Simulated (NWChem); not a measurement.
# the pair CH3BFN···SiH3F, step by step

Wanted: a single-point energy (singlet CH6BF2NSi, SVWN5/6-31G*), then the energy (singlet CH3BFN, SVWN5/6-31G*), then a single-point energy (singlet SiH3F, SVWN5/6-31G*), then the energy (singlet CH3BFN, SVWN5/6-31G*), then the energy (singlet SiH3F, SVWN5/6-31G*) of CH6BF2NSi and its partners. 

The calculation is run with NWChem 7.3.0.

### 1 The structure to begin with

CH6BF2NSi has 12 atoms, charge 0, and is taken as a singlet. The two molecules were placed rigidly side by side, at 1.1 times their contact distance; the pair isn't optimised.

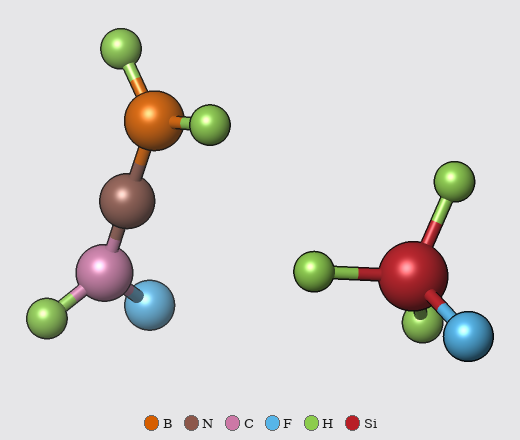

The structure, seen from a chosen angle (boron orange, nitrogen brown, carbon pink, fluorine blue, hydrogen green, silicon red).

### 2 The energy at SVWN5/6-31G(d) (spherical functions) (run 1)

Contents of ch6bf2nsi.nw:

```
start ch6bf2nsi
title "CH6BF2NSi"
memory stack 880 mb heap 220 mb global 1100 mb

geometry units atomic noautosym nocenter noautoz
B  -0.92451071  2.07782946  1.09124125
N   0.01865160  0.00253223 -0.11327018
C   0.86562685 -1.88435930 -1.14354887
F   1.38171105 -4.01049017  0.12710298
H   0.52094080  3.60340536  1.92083102
H  -3.16534795  2.31291139  1.25923790
H   1.30290947 -2.10186678 -3.14155630
F  -10.98892749 -3.14671525  1.30716135
Si -8.20736402 -2.35869946  2.19213900
H  -8.43322408 -0.72168641  4.45262939
H  -6.97465787 -0.97462625  0.09346585
H  -6.78400340 -4.69099944  2.80365437
end

basis spherical bse
* library 6-31G*
end

dft
xc slater vwn_5
mult 1
grid fine
convergence energy 1e-08
iterations 100
mulliken
print low
end

task dft energy
```

Started as:

```console
$ nwchem ch6bf2nsi.nw > ch6bf2nsi.out
```

What it wrote, shortened:

```text
[...]
 d= 0,ls=0.0,diis     1   -606.7614519432 -8.49D+02  2.15D-02  1.73D+00     1.7
[...]
 d= 0,ls=0.0,diis    12   -606.9336571806 -1.16D-10  1.57D-07  3.16D-10    12.9
         Total DFT energy =     -606.933657180586
      One electron energy =    -1323.815388990922
           Coulomb energy =      531.351557888493
    Exchange-Corr. energy =      -56.874179646045
 Nuclear repulsion energy =      242.404353567888
[...]
      Total Density - Mulliken Population Analysis
     ---------------------------------------------
    Atom       Charge   Shell Charges
 -----------   ------   -------------------------------------------------------
    1 B    5     5.11   1.99  0.57  1.56  0.46  0.47  0.06
    2 N    7     7.06   2.00  0.77  2.52  0.72  1.03  0.02
    3 C    6     5.84   1.99  0.69  2.02  0.41  0.63  0.10
    4 F    9     9.20   2.00  0.93  3.29  1.02  1.95  0.02
    5 H    1     0.98   0.49  0.49
    6 H    1     0.98   0.49  0.50
    7 H    1     0.82   0.51  0.31
    8 F    9     9.34   2.00  0.91  3.31  1.03  2.08  0.01
    9 Si  14    13.54   2.00  1.99  5.96  1.00  1.81  0.24  0.31  0.23
   10 H    1     1.04   0.48  0.56
[...]
```

Wall time 14 s (1 thread of AMD EPYC 9R14 (Zen 4), shared host); peak memory 0.12 GiB.

### 3 CH3BFN: the energy at SVWN5/6-31G(d) (spherical functions) (run 2)

Contents of mol.nw:

```
start mol
title "CH3BFN SVWN5"
memory total 2200 mb
geometry noautosym nocenter noautoz
 B       -0.489230       1.099540       0.577460
 N        0.009870       0.001340      -0.059940
 C        0.458070      -0.997160      -0.605140
 F        0.731170      -2.122260       0.067260
 H        0.275670       1.906840       1.016460
 H       -1.675030       1.223940       0.666360
 H        0.689470      -1.112260      -1.662440
end
basis spherical bse
 * library 6-31G*
end
dft
 xc slater vwn_5
 grid fine
 convergence energy 1e-08
 maxiter 100
 mulliken
 print low
end
task dft energy
```

Started as:

```console
$ nwchem mol.nw > mol.out
```

What it wrote, shortened:

```text
[...]
 d= 0,ls=0.0,diis     1   -217.4939145147 -3.19D+02  2.72D-02  1.15D+00     0.5
[...]
 d= 0,ls=0.0,diis    11   -217.6132020190 -1.27D-09  4.64D-07  1.12D-09     3.6
         Total DFT energy =     -217.613202019000
      One electron energy =     -499.921618853635
           Coulomb energy =      207.236757834781
    Exchange-Corr. energy =      -26.205362162530
 Nuclear repulsion energy =      101.277021162385
[...]
      Total Density - Mulliken Population Analysis
     ---------------------------------------------
    Atom       Charge   Shell Charges
 -----------   ------   -------------------------------------------------------
    1 B    5     5.12   1.99  0.57  1.56  0.46  0.48  0.06
    2 N    7     7.06   2.00  0.77  2.52  0.72  1.02  0.02
    3 C    6     5.84   1.99  0.69  2.02  0.41  0.64  0.10
    4 F    9     9.20   2.00  0.93  3.29  1.02  1.95  0.02
    5 H    1     0.98   0.49  0.49
    6 H    1     0.98   0.49  0.49
    7 H    1     0.82   0.51  0.32
[...]
```

It took 4.2 s on 1 thread of AMD EPYC 9R14 (Zen 4), shared host; peak memory 0.12 GiB.

### 4 SiH3F: a single-point energy at SVWN5/6-31G(d) (spherical functions) (run 3)

Contents of struct.nw:

```
start struct
title "FH3Si"
memory stack 880 mb heap 220 mb global 1100 mb

geometry units angstrom noautosym nocenter noautoz
   F       -5.815090      -1.665170       0.691720
   Si      -4.343150      -1.248170       1.160030
   H       -4.462670      -0.381900       2.356230
   H       -3.690830      -0.515750       0.049460
   H       -3.589940      -2.482370       1.483630
end

basis spherical bse
   * library 6-31G*
end

dft
   xc slater vwn_5
   grid fine
   convergence energy 1e-08
   iterations 100
   mulliken
   noprint "final vectors analysis"
end

task dft
```

Started as:

```console
$ nwchem struct.nw > struct.out
```

What it wrote, shortened:

```text
[...]
          Wavefunction type:  closed shell.
          No. of atoms     :     5
          No. of electrons :    26
[...]
          Charge           :     0
          Spin multiplicity:     1
[...]
          AO basis - number of functions:    38
[...]
              XC Information
              --------------
                        Slater Exchange Functional  1.000 local
                      VWN V Correlation Functional  1.000 local
[...]
 d= 0,ls=0.0,diis     1   -389.2647116165 -4.52D+02  3.54D-02  5.86D-01     0.4
[...]
 d= 0,ls=0.0,diis     8   -389.3184292992  2.50D-09  2.63D-06  4.36D-08     1.5
         Total DFT energy =     -389.318429299202
      One electron energy =     -667.797989375470
           Coulomb energy =      246.107003530788
    Exchange-Corr. energy =      -30.670229615256
 Nuclear repulsion energy =       63.042786160737
[...]
      Total Density - Mulliken Population Analysis
     ---------------------------------------------
    Atom       Charge   Shell Charges
 -----------   ------   -------------------------------------------------------
    1 F    9     9.34   2.00  0.91  3.31  1.03  2.08  0.01
    2 Si  14    13.53   2.00  1.99  5.96  1.00  1.81  0.24  0.30  0.23
    3 H    1     1.04   0.48  0.56
    4 H    1     1.04   0.48  0.56
    5 H    1     1.04   0.48  0.56
[...]
```

Wall time 2.1 s (1 thread of AMD EPYC 9R14 (Zen 4), shared host); peak memory 0.11 GiB.

### 5 CH3BFN among ghost functions: a single-point energy at SVWN5/6-31G(d) (spherical functions, with ghost functions) (run 4)

Contents of mymol.nw:

```
echo
start mymol
title "CH3BFN energy"
memory stack 880 mb heap 220 mb global 1100 mb

geometry noautosym nocenter noautoz
  B     -0.489230     1.099540     0.577460
  N      0.009870     0.001340    -0.059940
  C      0.458070    -0.997160    -0.605140
  F      0.731170    -2.122260     0.067260
  H      0.275670     1.906840     1.016460
  H     -1.675030     1.223940     0.666360
  H      0.689470    -1.112260    -1.662440
  bqF     -5.815090    -1.665170     0.691720
  bqSi    -4.343150    -1.248170     1.160030
  bqH     -4.462670    -0.381900     2.356230
  bqH     -3.690830    -0.515750     0.049460
  bqH     -3.589940    -2.482370     1.483630
end

basis spherical bse
  B library 6-31G*
  N library 6-31G*
  C library 6-31G*
  F library 6-31G*
  H library 6-31G*
  bqF library F 6-31G*
  bqSi library Si 6-31G*
  bqH library H 6-31G*
end

dft
  xc slater vwn_5
  grid fine
  convergence energy 1e-08
  iterations 100
  mulliken
  noprint "final vectors analysis"
end

task dft energy
```

Started as:

```console
$ nwchem mymol.nw > mymol.out
```

What it wrote, shortened:

```text
[...]
          Wavefunction type:  closed shell.
          No. of atoms     :    12
          No. of electrons :    30
[...]
          Charge           :     0
          Spin multiplicity:     1
[...]
          AO basis - number of functions:   100
[...]
              XC Information
              --------------
                        Slater Exchange Functional  1.000 local
                      VWN V Correlation Functional  1.000 local
[...]
 d= 0,ls=0.0,diis     1   -217.4942877025 -3.19D+02  1.68D-02  1.15D+00     1.4
[...]
 d= 0,ls=0.0,diis    11   -217.6135688546 -1.29D-09  2.95D-07  1.17D-09    10.6
         Total DFT energy =     -217.613568854608
      One electron energy =     -499.909580743565
           Coulomb energy =      207.222952625158
    Exchange-Corr. energy =      -26.203961898585
 Nuclear repulsion energy =      101.277021162385
[...]
      Total Density - Mulliken Population Analysis
     ---------------------------------------------
    Atom       Charge   Shell Charges
 -----------   ------   -------------------------------------------------------
    1 B    5     5.11   1.99  0.57  1.56  0.46  0.47  0.06
    2 N    7     7.06   2.00  0.77  2.52  0.72  1.03  0.02
    3 C    6     5.84   1.99  0.69  2.02  0.41  0.63  0.10
    4 F    9     9.20   2.00  0.93  3.29  1.02  1.95  0.02
    5 H    1     0.98   0.49  0.49
    6 H    1     0.98   0.49  0.49
    7 H    1     0.82   0.51  0.32
    8 X    0    -0.00   0.00 -0.00  0.00 -0.00 -0.00 -0.00
    9 X    0     0.01  -0.00 -0.00 -0.00 -0.00 -0.00  0.00  0.00  0.00
   10 X    0    -0.00   0.00 -0.00
[...]
```

Run time: 11 s. Hardware: 1 thread of AMD EPYC 9R14 (Zen 4), shared host; peak memory 0.12 GiB.

### 6 SiH3F among ghost functions: a single-point energy at SVWN5/6-31G(d) (spherical functions, with ghost functions) (run 5)

Contents of fh3si.nw:

```
start fh3si
memory total 2200 mb
charge 0

geometry noautosym nocenter noautoz
  F       -5.815090      -1.665170       0.691720
  Si      -4.343150      -1.248170       1.160030
  H       -4.462670      -0.381900       2.356230
  H       -3.690830      -0.515750       0.049460
  H       -3.589940      -2.482370       1.483630
  bqB     -0.489230     1.099540     0.577460
  bqN      0.009870     0.001340    -0.059940
  bqC      0.458070    -0.997160    -0.605140
  bqF      0.731170    -2.122260     0.067260
  bqH      0.275670     1.906840     1.016460
  bqH     -1.675030     1.223940     0.666360
  bqH      0.689470    -1.112260    -1.662440
end

basis spherical bse
  F library 6-31G*
  Si library 6-31G*
  H library 6-31G*
  bqB library B 6-31G*
  bqN library N 6-31G*
  bqC library C 6-31G*
  bqF library F 6-31G*
  bqH library H 6-31G*
end

dft
  xc slater vwn_5
  grid fine
  convergence energy 1e-08
  maxiter 100
  mulliken
  print low
end

task dft energy
```

Started as:

```console
$ nwchem fh3si.nw > fh3si.out
```

What it wrote, shortened:

```text
[...]
 d= 0,ls=0.0,diis     1   -389.2650158829 -4.52D+02  1.35D-02  5.86D-01     1.4
[...]
 d= 0,ls=0.0,diis     8   -389.3187482796  2.54D-09  1.01D-06  4.43D-08     7.3
         Total DFT energy =     -389.318748279619
      One electron energy =     -667.789189180590
           Coulomb energy =      246.096978677409
    Exchange-Corr. energy =      -30.669323937174
 Nuclear repulsion energy =       63.042786160737
[...]
      Total Density - Mulliken Population Analysis
     ---------------------------------------------
    Atom       Charge   Shell Charges
 -----------   ------   -------------------------------------------------------
    1 F    9     9.34   2.00  0.91  3.31  1.03  2.08  0.01
    2 Si  14    13.53   2.00  1.99  5.96  1.00  1.81  0.24  0.30  0.23
    3 H    1     1.04   0.48  0.56
    4 H    1     1.04   0.48  0.56
    5 H    1     1.04   0.48  0.56
    6 X    0     0.00  -0.00 -0.00 -0.00 -0.00  0.00 -0.00
    7 X    0    -0.00   0.00  0.00 -0.00 -0.00 -0.00  0.00
    8 X    0     0.00  -0.00 -0.00 -0.00  0.00  0.00 -0.00
    9 X    0    -0.00   0.00  0.00 -0.00 -0.00 -0.00 -0.00
   10 X    0     0.00  -0.00  0.00
[...]
```

Run time: 8.1 s. Hardware: 1 thread of AMD EPYC 9R14 (Zen 4), shared host; peak memory 0.12 GiB.

### 7 Summary of results

| quantity | value |
| --- | --- |
| run 1, SVWN5/6-31G*: total energy | -606.93366 Eh |
| CH3BFN: total energy | -217.61320 Eh |
| SiH3F: total energy | -389.31843 Eh |
| SiH3F: dipole moment | 1.24 D |
| CH3BFN among ghost functions: total energy | -217.61357 Eh |
| CH3BFN among ghost functions: dipole moment | 1.58 D |
| SiH3F among ghost functions: total energy | -389.31875 Eh |
| interaction energy of the rigid parts CH3BFN and SiH3F (parts in their own basis; closest atoms 2.73 Å apart) | -0.055 eV |
| interaction energy of the rigid parts CH3BFN and SiH3F (parts in the whole basis, counterpoise; closest atoms 2.73 Å apart) | -0.036 eV |

What this shows: The interaction energy of the rigid parts CH3BFN and SiH3F (parts in their own basis; closest atoms 2.73 Å apart) is −0.06 eV (−5.3 kJ/mol): the parts attract. Without counterpoise this holds the superposition error of the basis. The interaction energy of the rigid parts CH3BFN and SiH3F (parts in the whole basis, counterpoise; closest atoms 2.73 Å apart) is −0.04 eV (−3.5 kJ/mol): the parts attract. The basis-set superposition error is 1.8 kJ/mol. Mulliken charges (CH3BFN) run from -0.20 on F4 to +0.18 on H7.
